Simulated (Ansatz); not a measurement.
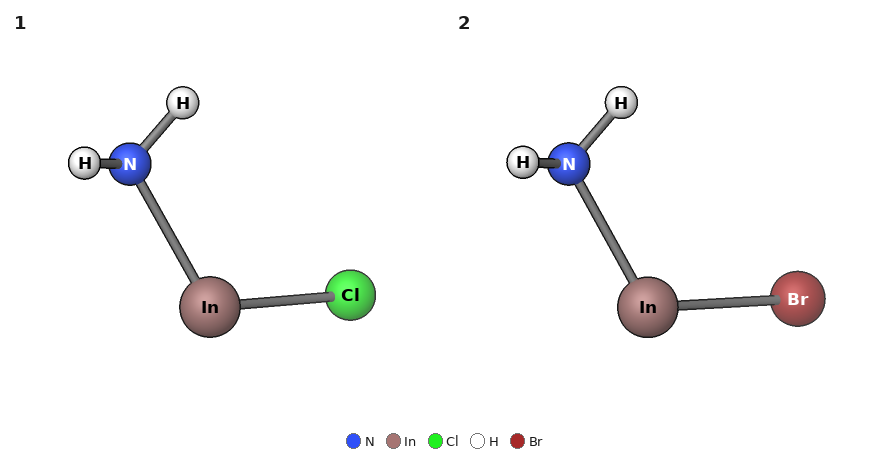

2 molecules with one skeleton, seen from the same side and at one scale. Each species is neutral and a spin doublet. Computed geometries: PBE0-D4/def2-TZVP optimisations, one conformation each. Properties computed with Ansatz 0.2.0. Elements past Kr carry core potentials.

One atom differs, called X below: Cl in panel 1, Br in panel 2. Their formulas are ClH2InN (`[NH2][In][Cl]`), BrH2InN (`[NH2][In][Br]`).

In which is the length of X–In larger (PBE0-D4/def2-TZVP)?

In panel 2 (X = Br).

In which is the harmonic X–In stretching wavenumber higher (PBE0-D4/def2-TZVP)?

In panel 1 (X = Cl).

Give the values. With PBE0-D4/def2-TZVP: length of X–In (Å), angle N–In–X (°), harmonic X–In stretching wavenumber (cm⁻¹). With r2SCAN-D4/def2-TZVPP: dipole moment (D).

| quantity | 1 (Cl) | 2 (Br) | 2 − 1 |
| --- | --- | --- | --- |
| length of X–In (Å) | 2.369 | 2.517 | +0.148 |
| angle N–In–X (°) | 113.1 | 114.0 | +0.9 |
| dipole moment (D) | 3.40 | 3.32 | −0.08 |
| harmonic X–In stretching wavenumber (cm⁻¹) | 327 | 227 | −100 |
